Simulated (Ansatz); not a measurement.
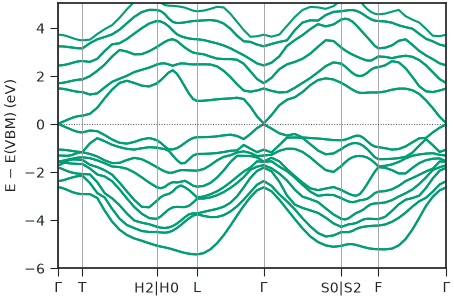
Figure: Band structure from plane-wave PAW r²SCAN+D4 with spin–orbit coupling (Ansatz code)

Problem. Read off the gap and where the band edges lie.

Solution. About 0.0 eV (0.03 eV by a search for the band edges); maximum at Γ, minimum at Γ.

The material is Bi2Se3 in space group R-3m (No. 166; Bi on 6c, Se on 3a, Se on 6c).

Symmetry was held in the r²SCAN+D4 relaxation.

Potentials: the earlier of the program's two PAW sets.
